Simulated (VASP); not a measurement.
Energy against volume of Ag (fcc). Computed with optB86b-vdW, VASP's PBE PAW potentials (set 64) (plane waves; VASP).

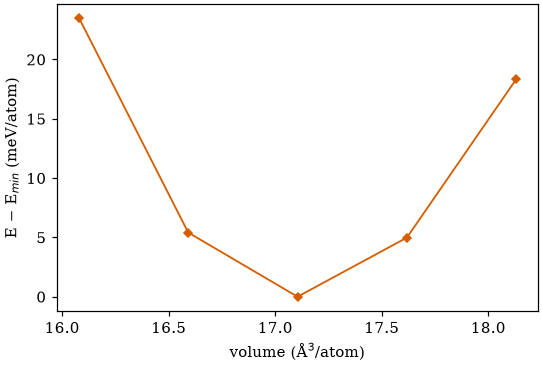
Figure. Energy against volume

Task: Estimate the equilibrium volume and the bulk modulus.

Result: The minimum lies near 17.1 Å³/atom, and the curvature gives B0 of about 110 GPa.

Measured: bulk modulus 110 GPa at 0 K (computed value off by -2.1 %), as given by H. Levämäki et al., Physical Review B (2014), arXiv:1402.3671 [corrected for temperature and zero-point phonon effects]; a 4.062 Å at 0 K (computed value off by +0.7 %), as given by Daniel Mejia-Rodriguez et al., Physical Review B (2018), arXiv:1807.09216 [static lattice: zero-point anharmonic expansion removed].

The compound is Ag in the fcc structure. It was relaxed first.
